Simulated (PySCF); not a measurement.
```
atom    x (Å)    y (Å)    z (Å)
   C  -1.4502  -0.9067  -0.1358
  Si   0.2027  -0.1120  -0.3564
   N   1.0967  -0.4448   1.0947
   N  -0.0557   1.5761  -0.6203
   H  -1.5962  -1.8008   0.4424
   H  -2.3135  -0.5728  -0.6810
   H   0.8951  -0.5432  -1.5868
   H   1.1390  -1.3957   1.4228
   H   2.0011  -0.0150   1.2080
   H  -0.6539   2.0651   0.0258
   H   0.7402   2.1523  -0.8393
```

Geometry: GFN2-xTB.

These are results of UKS B3LYP, pcH-1 on C H N Si, non-relativistic, mean-field spin-orbit, GIAO (PySCF), not measurements.

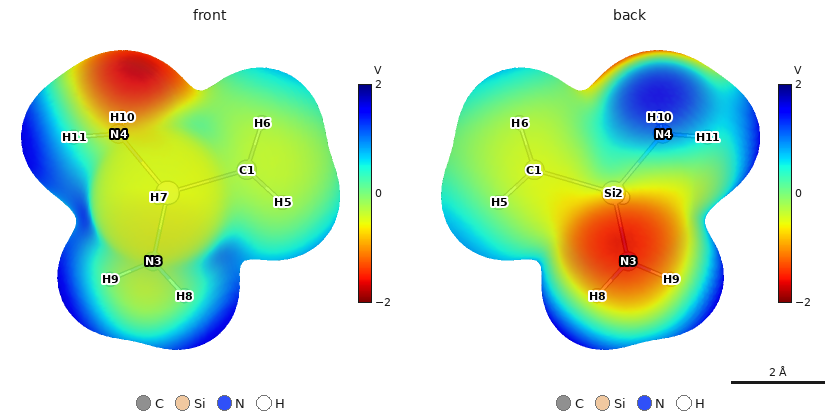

CH7N2Si (SMILES [CH2][SiH](N)N) (doublet). The electrostatic potential painted on the density surface at 0.002 e/bohr³, seen from the front and from behind; the colour scale runs from red (negative) to blue (positive).

### Which sites attract a positive test charge, and which a negative one?

A positive charge is drawn to the negative regions and a negative charge to the positive ones. The most negative region (about −1.6 V) lies over N3 and N4, the most positive (about +1.6 V) over H8, H9 and H11.
